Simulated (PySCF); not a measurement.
C2H7FS, SMILES `CS.CF`.

Level of theory: B3LYP/def2-SVP (PySCF), at a geometry from GFN2-xTB. The pair's geometry is semi-empirical, so its contact may be too short or too long. GFN2-xTB bond lengths at metals and heavier atoms can be off by up to 0.1 Å and shapes distorted, which carries into these values. Without diffuse functions Rydberg states are missing, so the states' numbers hold for this basis only.

Coordinates in Å:

```
C1      -2.5841    0.5435    0.1753
S2      -1.1588   -0.5477   -0.1203
H3      -2.3585    1.2229    0.9913
H4      -3.4150   -0.1001    0.4456
H5      -2.8175    1.0917   -0.7323
H6      -0.2931    0.4217   -0.4017
C7       2.6198   -0.4012    0.1913
F8       2.1084    0.8192   -0.1561
H9       3.1324   -0.2897    1.1467
H10      3.3145   -0.7081   -0.5905
H11      1.7878   -1.1017    0.2722
```

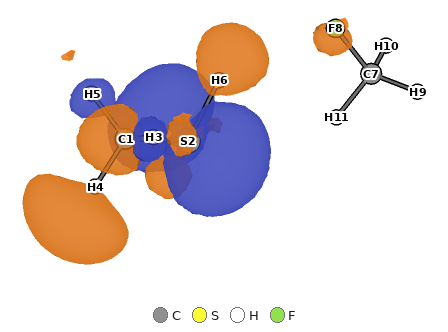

Unrelaxed difference density of S₃ less the ground state (TDA singlet states), ±0.02 e/Å³; orange: gain, blue: loss.

How does the charge move on excitation?

Answer. 0.85 e is displaced in all, of which about 0.7 e passes between atoms: S2 (0.70 e) loses electrons and H4 (0.23 e) and C1 (0.11 e) gain them. The state: 7.76 eV (160 nm), f = 0.001 (very weak); the leading pair carries 100 %; hole on S2 (83 %) and C1 (6 %), electron on H4 (23 %), C1 (17 %) and S2 (13 %); their centroids lie 1.2 Å apart.
